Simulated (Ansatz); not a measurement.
# C3H9NSi: rotation by 120° about the Si2–C4 bond, part 2 of 2

Aim: the minimum-energy path and barrier of the rotation by 120° about the Si2–C4 bond. The ends are relaxed first, then joined by a nudged elastic band. SMILES of the start: C[SiH](C)C=N.

Ansatz 0.2.0; RKS PBE0-D4/def2-SVP. Earlier steps stand in the parts before.

### 5 What the band shows

Images 0 and 6 are the ends. Energies count from image 0; the path length is the program's own measure over all atoms.

| image | path (Å) | energy (eV) | dihedral C1–Si2–C4–N5 (°) | band force (eV/Å) |
| --- | --- | --- | --- | --- |
| 0 | 0.000 | 0.0000 | 120 | - |
| 1 | 0.732 | 0.0089 | 98 | 0.008 |
| 2 | 1.464 | 0.0277 | 78 | 0.014 |
| 3* | 2.196 | 0.0379 | 58 | 0.025 |
| 4 | 2.918 | 0.0284 | 38 | 0.015 |
| 5 | 3.640 | 0.0052 | 19 | 0.008 |
| 6 | 4.362 | -0.0083 | -1 | - |

The star marks the climbing image.

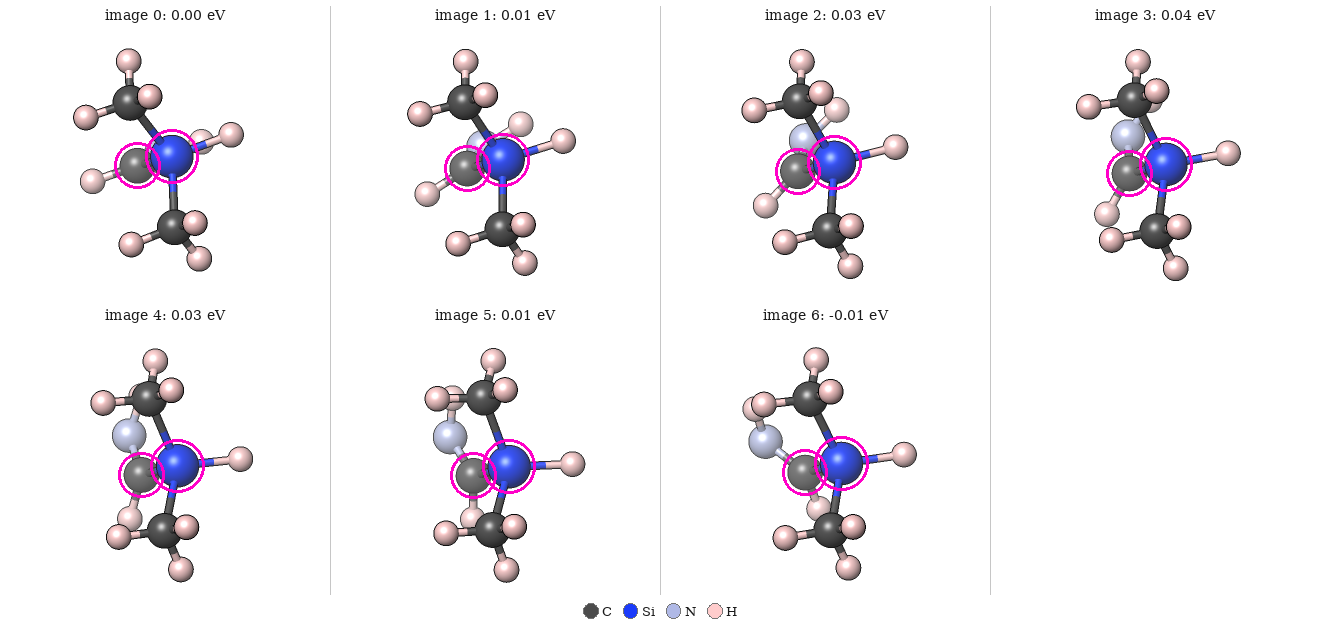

The images of the last band, seen from a free direction. Ringed: Si2, C4. Sticks join atoms closer than a bonding distance in each image.

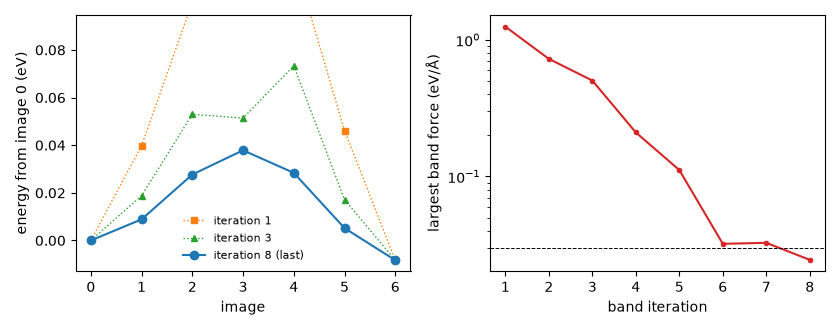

Left: energy of each image for early iterations and the last one (lines only join the points; early values far above the last band run off the scale). Right: the largest band force by iteration, with the threshold dashed.

The top of the band by iteration:

| iteration | highest image above image 0 (eV) | largest band force (eV/Å) |
| --- | --- | --- |
| 1 | 0.1342 | 1.248 |
| 2 | 0.0780 | 0.725 |
| 3 | 0.0733 | 0.503 |
| 4 | 0.0390 | 0.210 |
| 5 | 0.0383 | 0.111 |
| 6 | 0.0380 | 0.032 |
| 7 | 0.0379 | 0.033 |
| 8 | 0.0379 | 0.025 |

Positions of all images (Å):

```xyz
14
image=0 dE=0.0000
C    -1.420    1.044    0.520
Si    0.240    0.224    0.201
C     0.365   -1.411    1.120
C     0.463   -0.071   -1.665
N     1.381    0.401   -2.413
H    -1.496    2.007   -0.008
H    -1.567    1.232    1.595
H    -2.245    0.401    0.175
H     1.361    1.137    0.603
H     0.249   -1.263    2.205
H     1.339   -1.892    0.944
H    -0.423   -2.105    0.789
H    -0.278   -0.723   -2.174
H     2.019    0.990   -1.861
14
image=1 dE=0.0089
C    -1.308    1.096    0.528
Si    0.292    0.161    0.211
C     0.312   -1.474    1.136
C     0.477   -0.135   -1.660
N     1.173    0.554   -2.476
H    -1.313    2.055   -0.014
H    -1.436    1.309    1.601
H    -2.178    0.511    0.191
H     1.460    1.016    0.609
H     0.206   -1.315    2.221
H     1.249   -2.024    0.962
H    -0.523   -2.113    0.808
H    -0.092   -0.975   -2.111
H     1.669    1.304   -1.976
14
image=2 dE=0.0277
C    -1.195    1.155    0.525
Si    0.341    0.112    0.225
C     0.255   -1.522    1.144
C     0.512   -0.189   -1.651
N     0.949    0.643   -2.511
H    -1.138    2.100   -0.037
H    -1.305    1.400    1.593
H    -2.103    0.623    0.200
H     1.549    0.898    0.641
H     0.160   -1.363    2.229
H     1.156   -2.130    0.968
H    -0.619   -2.107    0.813
H     0.182   -1.167   -2.059
H     1.241    1.517   -2.052
14
image=3 dE=0.0379
C    -1.080    1.219    0.521
Si    0.387    0.078    0.239
C     0.192   -1.556    1.142
C     0.562   -0.226   -1.638
N     0.725    0.666   -2.533
H    -0.972    2.151   -0.056
H    -1.171    1.492    1.584
H    -2.019    0.736    0.208
H     1.636    0.776    0.690
H     0.108   -1.402    2.229
H     1.055   -2.214    0.961
H    -0.715   -2.083    0.805
H     0.512   -1.270   -2.011
H     0.767    1.604   -2.111
14
image=4 dE=0.0284
C    -0.968    1.285    0.522
Si    0.432    0.060    0.250
C     0.130   -1.570    1.132
C     0.618   -0.245   -1.626
N     0.504    0.620   -2.554
H    -0.802    2.222   -0.033
H    -1.059    1.545    1.589
H    -1.928    0.860    0.191
H     1.717    0.662    0.736
H     0.057   -1.424    2.220
H     0.954   -2.275    0.942
H    -0.806   -2.039    0.788
H     0.854   -1.275   -1.963
H     0.286    1.547   -2.164
14
image=5 dE=0.0052
C    -0.857    1.349    0.520
Si    0.477    0.051    0.259
C     0.071   -1.568    1.120
C     0.670   -0.249   -1.614
N     0.286    0.515   -2.559
H    -0.621    2.292    0.002
H    -0.967    1.582    1.590
H    -1.831    0.990    0.150
H     1.790    0.563    0.773
H     0.002   -1.429    2.210
H     0.853   -2.319    0.927
H    -0.889   -1.977    0.766
H     1.172   -1.185   -1.935
H    -0.168    1.357   -2.180
14
image=6 dE=-0.0083
C    -0.947    1.289    0.524
Si    0.516    0.142    0.247
C     0.294   -1.504    1.126
C     0.692   -0.164   -1.625
N    -0.053    0.297   -2.551
H    -0.811    2.251    0.003
H    -1.068    1.508    1.596
H    -1.885    0.834    0.169
H     1.778    0.792    0.729
H     0.228   -1.364    2.216
H     1.142   -2.176    0.924
H    -0.626   -2.007    0.788
H     1.519   -0.822   -1.962
H    -0.790    0.895   -2.156
```

### 6 Frequencies at the highest image

The geometry is the highest inner image of the first converged band.

File input.yaml:

```yaml
crystal:
  periodic: [false, false, false]
  atoms:
    - { symbol: C, position_ang: [-1.080434, 1.219304, 0.521029] }
    - { symbol: Si, position_ang: [0.387113, 0.077841, 0.238934] }
    - { symbol: C, position_ang: [0.191735, -1.55553, 1.142172] }
    - { symbol: C, position_ang: [0.562458, -0.226297, -1.638486] }
    - { symbol: "N", position_ang: [0.725467, 0.665789, -2.533046] }
    - { symbol: H, position_ang: [-0.971914, 2.151023, -0.056098] }
    - { symbol: H, position_ang: [-1.171357, 1.491601, 1.58411] }
    - { symbol: H, position_ang: [-2.01919, 0.736258, 0.207921] }
    - { symbol: H, position_ang: [1.636213, 0.775686, 0.689856] }
    - { symbol: H, position_ang: [0.108128, -1.401505, 2.229158] }
    - { symbol: H, position_ang: [1.055162, -2.21433, 0.960524] }
    - { symbol: H, position_ang: [-0.715027, -2.082672, 0.804987] }
    - { symbol: H, position_ang: [0.512014, -1.270227, -2.011021] }
    - { symbol: H, position_ang: [0.766735, 1.603857, -2.111242] }
basis:
  gaussian: { orbitals: def2-SVP }
hamiltonian:
  xc: pbe0
  dispersion: d4
phonons: {}
```

Launch:

```console
ansatz run input.yaml --threads 2 --pin off --max-ram 3072MiB --backend cpu --events-out ev --progress --plain --runs-dir out
```

What it wrote, shortened:

```text
Warning: RAYON_NUM_THREADS=2 ignored (pool sized by the plan → 2); use --threads N
[...]
Functional definition: PBE0
[...]
1323 factors; integrals over basis functions are off by at most 3.8e-4 eV
[...]
mean field -12610.18406401 eV, -463.4157168628 hartree, gradient 3.5e-5 eV, S^2 0.000000; 0 other end points of the search recorded, 0 dependent functions left out
[...]
reference -12610.18409312 eV, -463.4157179322 hartree; 24, 24 occupied and 95, 95 virtual orbitals, 1323 factors
[...]
1323 factors; integrals over basis functions are off by at most 3.8e-4 eV
mean field -12610.18390935 eV, -463.4157111790 hartree, gradient 1.0e-6 eV, S^2 0.000000; 0 other end points of the search recorded, 0 dependent functions left out
[...]
reference -12610.18393845 eV, -463.4157122484 hartree; 24, 24 occupied and 95, 95 virtual orbitals, 1323 factors
[...]
1323 factors; integrals over basis functions are off by at most 3.8e-4 eV
[...]
WARN: phonons: modes at or below zero, which the zero-point energy, F, S and C_V leave out: 1, the lowest at -73.42 cm⁻¹. A minimum has none, and a first-order saddle one
[...]
Atom 6 at    -1.171357     1.491601     1.584110 Å, force     0.000154    -0.000131     0.001935 eV/Å
Atom 7 at    -2.019190     0.736258     0.207921 Å, force    -0.000901    -0.001750     0.002223 eV/Å
Atom 8 at     1.636213     0.775686     0.689856 Å, force    -0.001130    -0.000960    -0.000807 eV/Å
Atom 9 at     0.108128    -1.401505     2.229158 Å, force    -0.000130     0.001108     0.001007 eV/Å
Atom 10 at     1.055162    -2.214330     0.960524 Å, force     0.000007     0.000321    -0.000602 eV/Å
Atom 11 at    -0.715027    -2.082672     0.804987 Å, force     0.001306     0.000495    -0.000862 eV/Å
Atom 12 at     0.512014    -1.270227    -2.011021 Å, force    -0.000123     0.004713    -0.001246 eV/Å
Atom 13 at     0.766735     1.603857    -2.111242 Å, force     0.000615     0.007475     0.004125 eV/Å
Dipole moment:    -0.172638    -0.046055     0.479868 e Å
Vibrations: -73.42 138.39 152.93 165.80 192.99 220.81 354.01 593.81 604.32 629.55 686.45 713.07 768.98 784.60 853.70 889.02 899.93 1173.51 1215.51 1261.26 1267.34 1399.10 1422.81 1426.22 1433.44 1435.98 1714.85 2199.77 3029.62 3056.99 3057.22 3160.46 3161.54 3164.34 3165.04 3420.48 cm⁻¹, [...]
```

Wall time 2.4 min (2 threads of INTEL XEON PLATINUM 8581C at 2.10GHz (Emerald Rapids), shared host); peak memory 0.3 GiB.

Of 36 modes, 1 is imaginary by more than 30 cm⁻¹ (73i cm⁻¹).

### 7 The band again, with other settings

crystal.atoms is end A as relaxed above, and neb.final_atoms is end B, turned to lie on A. With 5 inner images the band has 7 in all.

File input.yaml:

```yaml
crystal:
  periodic: [false, false, false]
  atoms:
    - { symbol: C, position_ang: [-1.420404, 1.044354, 0.520031] }
    - { symbol: Si, position_ang: [0.239697, 0.2235, 0.200576] }
    - { symbol: C, position_ang: [0.365287, -1.410759, 1.12005] }
    - { symbol: C, position_ang: [0.463104, -0.070865, -1.665305] }
    - { symbol: "N", position_ang: [1.380717, 0.400686, -2.413275] }
    - { symbol: H, position_ang: [-1.496334, 2.007099, -0.008056] }
    - { symbol: H, position_ang: [-1.567187, 1.232086, 1.59537] }
    - { symbol: H, position_ang: [-2.245411, 0.401115, 0.174749] }
    - { symbol: H, position_ang: [1.361142, 1.13671, 0.602636] }
    - { symbol: H, position_ang: [0.24908, -1.262514, 2.20526] }
    - { symbol: H, position_ang: [1.339106, -1.892481, 0.943642] }
    - { symbol: H, position_ang: [-0.422797, -2.105487, 0.788586] }
    - { symbol: H, position_ang: [-0.277711, -0.722951, -2.174037] }
    - { symbol: H, position_ang: [2.018812, 0.990307, -1.861428] }
basis:
  gaussian: { orbitals: def2-SVP }
hamiltonian:
  xc: pbe0
  dispersion: d4
neb:
  order_check: false
  images: 5
  f_tol: 0.03
  max_iterations: 3
  initial_path: idpp
  final_atoms:
    - { symbol: C, position_ang: [-1.15366058, 1.16434414, 0.3832996] }
    - { symbol: Si, position_ang: [0.44848326, 0.18366792, 0.33519873] }
    - { symbol: C, position_ang: [0.25857186, -1.51182778, 1.12394646] }
    - { symbol: C, position_ang: [0.96928985, -0.02541877, -1.48494481] }
    - { symbol: "N", position_ang: [0.34680879, 0.39538035, -2.51421726] }
    - { symbol: H, position_ang: [-1.03546741, 2.15510787, -0.08309135] }
    - { symbol: H, position_ang: [-1.47640167, 1.32498455, 1.4237659] }
    - { symbol: H, position_ang: [-1.96505506, 0.63120391, -0.13777629] }
    - { symbol: H, position_ang: [1.53460861, 0.93696958, 1.04308598] }
    - { symbol: H, position_ang: [-0.00489055, -1.42462618, 2.18967777] }
    - { symbol: H, position_ang: [1.19594257, -2.08549084, 1.0550358] }
    - { symbol: H, position_ang: [-0.53202962, -2.09106674, 0.62179671] }
    - { symbol: H, position_ang: [1.90713513, -0.58183154, -1.68959392] }
    - { symbol: H, position_ang: [-0.5062342, 0.89940353, -2.23738432] }
```

Launch:

```console
ansatz run input.yaml --threads 2 --pin off --max-ram 3072MiB --backend cpu --events-out ev --progress --plain --runs-dir out
```

What it wrote:

```text
Warning: RAYON_NUM_THREADS=2 ignored (pool sized by the plan → 2); use --threads N
Engine: ansatz 0.2.0, x86_64-unknown-linux-gnu
[... 1 set-up line as earlier in the session ...]
  parameter a = 0.25
  parameter kappa = 0.804
  parameter beta = 0.06672455060314922
  exchange = (1 - a)*pbe_x(kappa = kappa, mu = beta*pi^2/3) + a*exact_x
  correlation = pbe_c(beta = beta)
1322 factors; integrals over basis functions are off by at most 3.8e-4 eV
mean field evaluation 1: about -12600.8076 eV, gradient 6.3e1 eV
mean field evaluation 2: about -12597.8979 eV, gradient 7.0e1 eV
mean field evaluation 4: about -12610.1824 eV, gradient 3.1e0 eV
mean field evaluation 8: about -12610.2248 eV, gradient 1.4e-1 eV
mean field evaluation 16: about -12610.2248 eV, gradient 7.7e-5 eV
mean field -12610.22482671 eV, -463.4172148644 hartree, gradient 7.7e-5 eV, S^2 0.000000; 0 other end points of the search recorded, 0 dependent functions left out
[... 4 lines left out ...]
mean field -12610.22678886 eV, -463.4172869719 hartree, gradient 1.1e-5 eV, S^2 0.000000; 0 other end points of the search recorded, 0 dependent functions left out
[... 2 lines left out ...]
NEB end point (image 0): max|allowed force component| = 6.270e-3 eV/Å (the criterion of neb.relax_end_points is 1.000e-2)
NEB end point (image 6): max|allowed force component| = 5.697e-3 eV/Å (the criterion of neb.relax_end_points is 1.000e-2)
[... 1 line left out ...]
mean field -12610.18489259 eV, -463.4157473125 hartree, gradient 2.0e-5 eV, S^2 0.000000; 0 other end points of the search recorded, 0 dependent functions left out
[... 4 lines left out ...]
mean field -12610.12438746 eV, -463.4135237898 hartree, gradient 4.5e-6 eV, S^2 0.000000; 0 other end points of the search recorded, 0 dependent functions left out
[... 3 lines left out ...]
mean field -12610.08954981 eV, -463.4122435299 hartree, gradient 3.4e-5 eV, S^2 0.000000; 0 other end points of the search recorded, 0 dependent functions left out
[... 4 lines left out ...]
mean field -12610.10437791 eV, -463.4127884526 hartree, gradient 1.2e-5 eV, S^2 0.000000; 0 other end points of the search recorded, 0 dependent functions left out
[... 3 lines left out ...]
mean field -12610.17503543 eV, -463.4153850684 hartree, gradient 1.2e-5 eV, S^2 0.000000; 0 other end points of the search recorded, 0 dependent functions left out
[... from here on, the SCF cycles and remarks between the steps are left out ...]
NEB iter   1: max|band force component| = 1.248e0 eV/Å  barrier→ = 0.1342 eV  barrier← = 0.1425 eV  Δτ_max = 0.1162 Å  (186 SCF iters)
NEB iter   2: max|band force component| = 7.252e-1 eV/Å  barrier→ = 0.0780 eV  barrier← = 0.0863 eV  Δτ_max = 0.1245 Å  (149 SCF iters)
NEB iter   3: max|band force component| = 5.032e-1 eV/Å  barrier→ = 0.0733 eV  barrier← = 0.0816 eV  Δτ_max = 0.0680 Å  (148 SCF iters)
[...]
this run last wrote the band of iteration 3 to <dir>
Error: NEB band did not converge after 3 iterations: max|band force component| = 5.03e-1 eV/Å (threshold 3.0e-2); raise `neb.max_iterations` in a new run, which can start from the last band evaluated (`neb.initial_path`, with `crystal.atoms` and `neb.final_atoms` set to its first and last images), add images, or start from endpoints closer to local minima. Where this run's directory can be resumed (`checkpoint.write`), a resume goes on for up to `neb.max_iterations` more; to start a new run from the last band, take its images' positions from the `neb_iteration` event of iteration 3 (`data.images[].positions_ang`), in the event stream of the run that computed that iteration (not this run's, if it was resumed behind it). With `checkpoint.write`, `steps/00-neb/state/checkpoint.json` in the run directory holds the last saved band, under `neb.evaluated.images[].positions_ang` (a band under a hybrid functional on support functions is neither saved nor resumed: `neb.initial_path` says where its path is): check the last entry of `neb.iterations` there, which is earlier than 3 if that iteration was not saved or its write failed. If the band's step has no `state` directory and holds `state.next`, a write was cut short, and the file is under `state.next` instead (behind a loss of power it can be under `state.prev`)
this run wrote the band of iteration 3 to <dir> as well, whether or not its events were kept: a new run's `neb.initial_path` can list its `images[].positions_ang`
a run's events are kept only if it was started with --events-out <file>, and are in that file
```

Run time: 39 s. Hardware: 2 threads of INTEL XEON PLATINUM 8581C at 2.10GHz (Emerald Rapids), shared host; peak memory 0.29 GiB.

### 8 Images and barrier

The run ended unconverged after 3 band iterations. The table shows its last band, which is no minimum-energy path. Images 0 and 6 are the ends. Energies count from image 0; the path length is the program's own measure over all atoms.

| image | path (Å) | energy (eV) | dihedral C1–Si2–C4–N5 (°) | band force (eV/Å) |
| --- | --- | --- | --- | --- |
| 0 | 0.000 | 0.0000 | 120 | - |
| 1 | 0.737 | 0.0188 | 97 | 0.211 |
| 2 | 1.473 | 0.0530 | 76 | 0.360 |
| 3 | 2.210 | 0.0514 | 58 | 0.234 |
| 4 | 2.947 | 0.0733 | 40 | 0.503 |
| 5 | 3.683 | 0.0171 | 19 | 0.225 |
| 6 | 4.420 | -0.0083 | -1 | - |

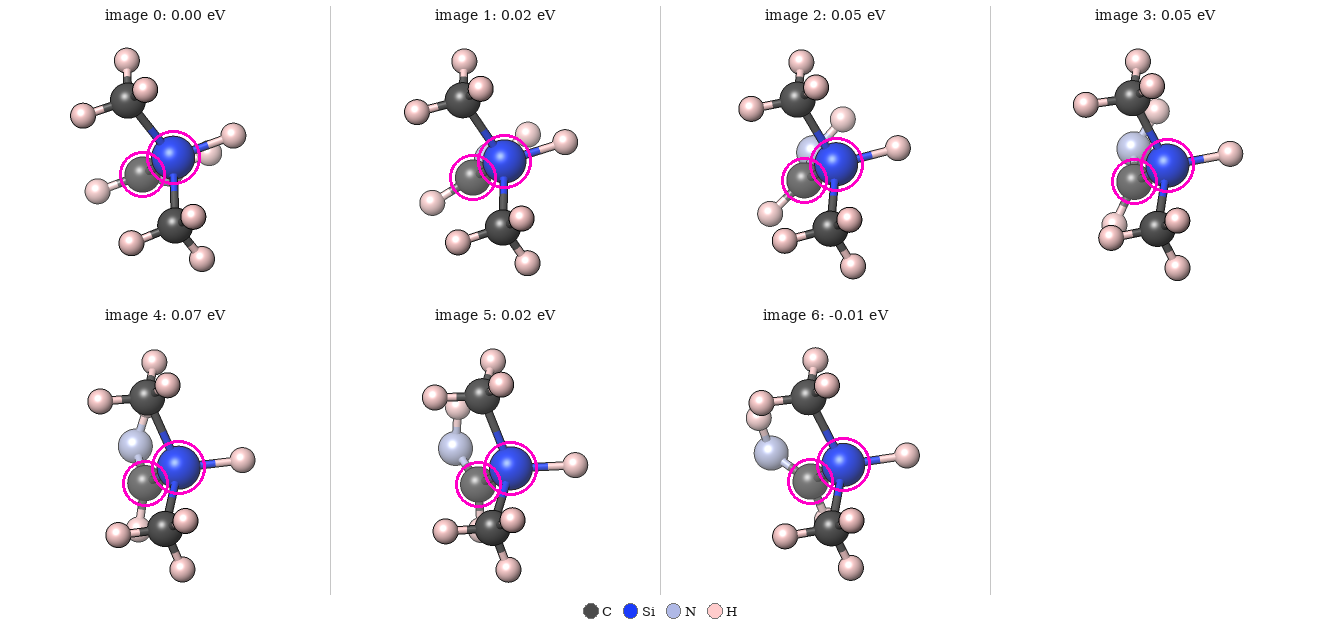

Snapshots along the band, viewed from a free direction. Ringed: Si2, C4. Sticks join atoms closer than a bonding distance in each image.

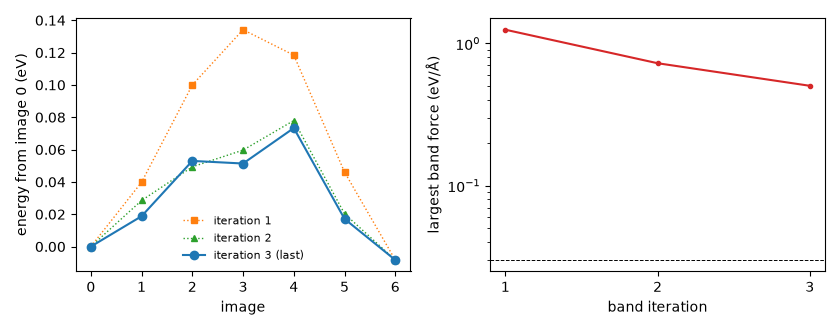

Left: energy of each image for early iterations and the last one (lines only join the points; early values far above the last band run off the scale). Right: the largest band force by iteration, with the threshold dashed.

### 9 Results

This closing draws on all 2 parts.

```
                                quantity                                                       value
                                   end A                                     7 moves, 0.422 eV lower
                                   end B                                     6 moves, 0.431 eV lower
            first band: barrier forwards                                                    0.038 eV
           first band: barrier backwards                                                    0.046 eV
first band: second end relative to first                                                   -0.008 eV
               first band: highest image                                       3 of 0 to 6, climbing
             first band: band iterations                                                           8
              imaginary modes at the top                                                    73i cm⁻¹
                             second band  not converged, 3 iterations, 5 inner images, none climbing
             time, first and second band                                            1.7 min and 39 s
```

In the first band: the top lies 0.038 eV above the first end, or 1.5 kT at room temperature. The two ends lie within 9 meV of each other. The listed dihedral goes from 120° at end A through 58° at the highest image to -1° at end B. One imaginary mode, as a first-order saddle point has. As for the second band: the cap on iterations is too low for the band to settle. These are electronic energies, with no zero-point or thermal terms.
